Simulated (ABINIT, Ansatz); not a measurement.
# A GW chain in ABINIT: Cs2H6Pt (Fm-3m), part 3 of 3

How does a plane-wave GW calculation on Cs2H6Pt (Fm-3m) run from the first input to the gap?

ABINIT 10.8.3; LDA and many-body steps on it, plane waves. Known limits of the many-body steps: not at the basis limit; no spin polarisation; d states lean on the start; no spin-orbit coupling; coarse k mesh.

So far. Step 4 (Empty states on the mesh, 2×2×2 mesh, 344 bands): On this mesh the gap is 3.620 eV. Step 5 (Screening, 2×2×2 mesh, 314 bands, screening to 176.9 eV): Local fields lower ε∞ by 23 %. On a Γ-centred mesh this coarse the value itself is usually too large, while a short band sum pulls it down.

## 6. Self-energy, 2×2×2 mesh, 314 bands, screening to 176.9 eV

The self-energy is evaluated for the states that the input lists, and the levels follow from it, in one-shot runs by the linearised quasiparticle equation.

This step: G0W0 on LDA, plane waves, norm-conserving pseudopotentials.

Input file run.abi:

```
acell 3*1.0 Angstrom
rprim 
  0.000000000000 4.486174700000 4.486174700000
  4.486174700000 0.000000000000 4.486174700000
  4.486174700000 4.486174700000 0.000000000000
ntypat 3
znucl 55 1 78
natom 9
typat 1 1 2 2 2 2 2 2 3
xred 
  0.750000000000 0.750000000000 0.750000000000
  0.250000000000 0.250000000000 0.250000000000
  0.816861770000 0.816861770000 0.183138230000
  0.183138230000 0.816861770000 0.183138230000
  0.816861770000 0.183138230000 0.183138230000
  0.183138230000 0.183138230000 0.816861770000
  0.816861770000 0.183138230000 0.816861770000
  0.183138230000 0.816861770000 0.816861770000
  0.000000000000 0.000000000000 0.000000000000
pp_dirpath "pseudos"
pseudos "Cs.upf, H.upf, Pt.upf"
ecut 34
ngkpt 2 2 2
nshiftk 1
shiftk 0 0 0
kptopt 1
chksymbreak 0
istwfk *1
occopt 1
irdwfk 1
optdriver 4
nband 314
gwcalctyp 0
ecutsigx 34
symsigma 1
nkptgw 2
kptgw 
  0.5000000000 0.5000000000 0.0000000000
  0.0000000000 0.0000000000 0.0000000000
bdgw 
  20 23
  19 24
ecuteps 6.5
irdscr 1
ppmodel 1
indata_prefix "in"
outdata_prefix "out"
tmpdata_prefix "tmp"
```

On the command line:

```sh
$ OMP_NUM_THREADS=1 mpirun -n 4 abinit run.abi > log
```

Numbers of over 12 decimals in the logs are rounded to 6 here.

Output:

```text
.Version 10.8.3 of ABINIT. v10.8.2 released Aug 2026.

 Symmetries : space group Fm -3 m (#225); Bravais cF (face-center cubic)
[... echo of the input left out ...]
== DATASET  1 ==================================================================
-   mpi_nproc: 4, omp_nthreads: 1 (-1 if OMP is not activated)

--- !DatasetInfo
iteration_state: {dtset: 1, }
dimensions: {natom: 9, nkpt: 3, mband: 314, nsppol: 1, nspinor: 1, nspden: 1, mpw: 11618, }
cutoff_energies: {ecut:  34.0, pawecutdg:  -1.0, }
electrons: {nelect:   4.20000000E+01, charge:   0.00000000E+00, occopt:   1.00000000E+00, tsmear:   1.00000000E-02, }

 SIGMA: Calculation of the GW corrections

 Based on a program developped by R.W. Godby, V. Olevano, G. Onida, and L. Reining.
 Incorporated in ABINIT by V. Olevano, G.-M. Rignanese, and M. Torrent.
.Using double precision arithmetic ; gwpc =  8

[... cell and pseudopotentials left out ...]
--------------------------------------------------------------------------------

 ==== K-mesh for the wavefunctions ====
 Number of points in the irreducible wedge :     3
[... list of points left out ...]
 Together with 48 symmetry operations and time-reversal symmetry
 yields     8 points in the full Brillouin Zone.

 ==== Q-mesh for screening function ====
 Number of points in the irreducible wedge :     3
[... list of points left out ...]
 Together with 48 symmetry operations and time-reversal symmetry
 yields     8 points in the full Brillouin Zone.

 vcoul_init : cutoff-mode = AUXILIARY_FUNCTION
 q-points for optical limit:   1
     1)      0.000010    0.000020    0.000030
 setmesh: FFT mesh size selected  =    64x   64x   64
          total number of points  =       262144

 Number of electrons calculated from density =   42.0000; Expected =   42.0000
 average of density, n =  0.034466
 r_s =    1.9062
 omega_plasma =   17.9082 [eV]

 === KS Band Gaps ===
  >>>> For spin  1
   Minimum direct gap =   3.6197 [eV], located at k-point      :   0.5000  0.5000  0.0000
   Fundamental gap    =   3.6197 [eV], Top of valence bands at :   0.5000  0.5000  0.0000
                                       Bottom of conduction at :   0.5000  0.5000  0.0000
 SIGMA fundamental parameters:
 PLASMON POLE MODEL  1
 number of plane-waves for SigmaX                11575
 number of plane-waves for SigmaC and W            941
 number of plane-waves for wavefunctions         11575
 number of bands                                   314
 number of independent spin polarizations            1
 number of spinorial components                      1
 number of k-points in IBZ                           3
 number of q-points in IBZ                           3
 number of symmetry operations                      48
 number of k-points in BZ                            8
 number of q-points in BZ                            8
 number of frequencies for dSigma/dE                 9
 frequency step for dSigma/dE [eV]                0.25
 number of omega for Sigma on real axis              0
 max omega for Sigma on real axis  [eV]           0.00
 zcut for avoiding poles [eV]                     0.10

 EPSILON^-1 parameters (SCR file):
 dimension of the eps^-1 matrix on file            941
 dimension of the eps^-1 matrix used               941
 number of plane-waves for wavefunctions         11575
 number of bands                                   314
 number of q-points in IBZ                           3
 number of frequencies                               2
 number of real frequencies                          1
 number of imag frequencies                          1

 matrix elements of self-energy operator (all in [eV])

 Perturbative Calculation

--- !SelfEnergy_ee
iteration_state: {dtset: 1, }
kpoint     : [   0.500,    0.500,    0.000, ]
spin       : 1
KS_gap     :    3.620
QP_gap     :    5.842
Delta_QP_KS:    2.223
data: !SigmaeeData |
     Band     E0 <VxcDFT>   SigX SigC(E0)      Z dSigC/dE  Sig(E)    E-E0       E
       20   0.336 -11.632 -14.548   1.477   0.812  -0.232 -12.800  -1.168  -0.832
       21   0.336 -11.632 -14.548   1.477   0.812  -0.232 -12.800  -1.168  -0.832
       22   3.956  -8.855  -5.241  -2.378   0.853  -0.173  -7.801   1.054   5.010
       23   5.729  -8.392  -4.051  -2.920   0.855  -0.170  -7.178   1.214   6.943

--- !SelfEnergy_ee
iteration_state: {dtset: 1, }
kpoint     : [   0.000,    0.000,    0.000, ]
spin       : 1
KS_gap     :    4.672
QP_gap     :    6.803
Delta_QP_KS:    2.131
data: !SigmaeeData |
     Band     E0 <VxcDFT>   SigX SigC(E0)      Z dSigC/dE  Sig(E)    E-E0       E
       19  -0.196 -10.896 -13.856   1.520   0.811  -0.233 -12.063  -1.167  -1.363
       20  -0.196 -10.896 -13.856   1.520   0.811  -0.233 -12.063  -1.167  -1.363
       21  -0.196 -10.896 -13.856   1.520   0.811  -0.233 -12.063  -1.167  -1.363
       22   4.475  -6.657  -2.750  -2.789   0.863  -0.159  -5.693   0.964   5.439
       23   4.998 -10.532  -6.242  -2.674   0.845  -0.184  -9.167   1.365   6.362
       24   4.998 -10.532  -6.242  -2.674   0.845  -0.184  -9.167   1.365   6.362

== END DATASET(S) ==============================================================
================================================================================

 -outvars: echo values of variables after computation  --------
           etotal      0.0000000000E+00
            nband         314
             nkpt           3
          spgroup         225
 [... the other variables as echoed above ...]

 Calculation completed.
```

It took 2 min on 4 MPI ranks of Arm Neoverse V1, shared host; peak memory 2.9 GiB; 7.9 min of CPU time.

Numbers from this step:

- G0W0 gap on the points computed: 5.842 eV
- starting gap on the mesh: 3.620 eV
- k of the valence top: 0.5, 0.5, 0
- k of the conduction bottom: 0.5, 0.5, 0
- Z at the valence top: 0.812
- Z at the conduction bottom: 0.853
- least direct G0W0 gap on the computed points: 5.842 eV

The gap on the mesh goes from 3.62 eV to 5.84 eV, a correction of +2.22 eV.

Limits: finite bands, cutoff and mesh; no spin polarisation; d states lean on the start; no spin-orbit coupling; coarse k mesh. v1 is the top filled band, c1 the lowest empty one. The levels before and after the correction (eV, zero at the valence-band top of each column):

```csv
,conduction bottom,valence top
Kohn-Sham,3.62,0.00
G0W0,5.84,0.00
```

```csv
,level,energy (eV)
Kohn-Sham,(0.5 0.5 0) v2-v1,0.000
Kohn-Sham,(0.5 0.5 0) c1,3.620
Kohn-Sham,(0.5 0.5 0) c2,5.393
G0W0,(0.5 0.5 0) v2-v1,0.000
G0W0,(0.5 0.5 0) c1,5.842
G0W0,(0.5 0.5 0) c2,7.775
```

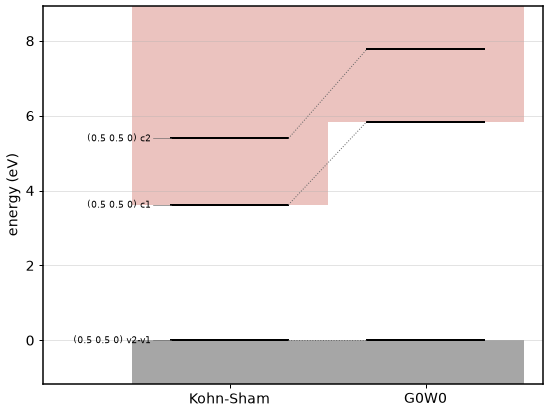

Levels before and after the correction. Shaded: valence and conduction bands.

## 7. Where the time went

Times are wall times on 4 MPI ranks of Arm Neoverse V1, shared host, good to a factor of about two.

```csv
step,time,share,memory (GiB)
ground state,43 s,6 %,0.52
bands along the symmetry lines,71 s,10 %,0.48
empty states on the mesh,5.6 min,49 %,0.58
screening,2.1 min,18 %,3.1
self-energy,2 min,17 %,2.9
```

## 8. What came out

```json
{
  "LDA gap": "3.62 eV, direct",
  "G0W0 gap on the mesh": "5.84 eV",
  "GW settings": "2×2×2 mesh, 314 bands, screening to 176.9 eV, Godby-Needs plasmon pole",
  "known limits": "not at the basis limit; no spin polarisation; d states lean on the start; no spin-orbit coupling; coarse k mesh"
}
```

G0W0 moves the gap on the mesh from 3.62 eV to 5.84 eV (+2.22 eV), with Z of 0.81 and 0.85 at the edges. Local fields lower the RPA ε∞ on this mesh from 3.60 to 2.77; a Γ-centred mesh this coarse tends to raise both, most where the direct gap is narrow, while a short band sum lowers them. Only 2 of the mesh's irreducible points were corrected, so a valley elsewhere could overtake. The dearest step here is «empty states on the mesh». Bands and cutoff are finite, so the gap is not at the basis limit. The miss can reach some tenths of an eV and take either sign; the mesh is an error of its own. In the G0W0 run levels were corrected at 2 k points alone, so a gap called «on the mesh» is the least over those, and an edge elsewhere would be missed. The 2×2×2 mesh is coarse for this cell, which bears on the long-range parts of exchange and screening. The runs have no spin polarisation. For a closed low-spin shell that is the natural state; where a d or f shell is open it is a constraint, and the gap is then not the crystal's own. With d states at the gap, one-shot GW leans hard on its start. The many-body steps are scalar-relativistic: spin-orbit coupling is not in them.

[Paths, hosts, dates, memory and timing lines, banners, echoed tables and standing remarks are left out of the program output.]

[Logs are printed without paths, hosts, clocks, repeated set-up lines and the standing remarks that a program may print on its own settings, such as how far it seeks lower states.]

[Runs of the session that timed out or met a known fault of the program may be left out.]

[Hosts, paths, dates, database ids (printed as entryN), source tags and the programs' standing remarks are cut or masked in the printed files.]

[G0W0 gaps are taken among the corrected bands and points alone; a level outside them can change the order at an edge.]

[Where Ansatz stands beside ABINIT at settings called matched, ABINIT's density can come from a denser mesh and the files from another edition; pairs whose starting gaps differed by over 0.03 eV were left out, so agreement reads better than it is.]
